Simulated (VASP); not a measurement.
Band structure of Li$_{2}$Se (antifluorite). All values below come from PBE GGA with D3 dispersion (zero damping), VASP's PBE PAW potentials (set 64) (plane waves; VASP).

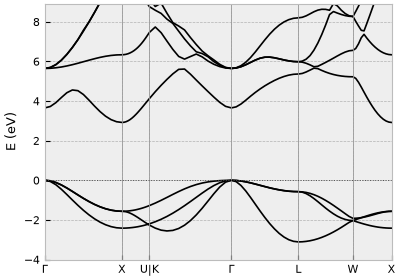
*Bands along high-symmetry lines, zero at the valence-band maximum or, without a gap, the Fermi level*

Problem. Read the plot: is there a gap, and where are the band edges?

Solution. The gap is indirect, 2.92 eV, from the valence maximum at Γ to the conduction minimum at X. (Edges off the drawn lines would not show.)

The compound is Li2Se in the antifluorite structure. It was relaxed first, which changed the volume by -6 %.
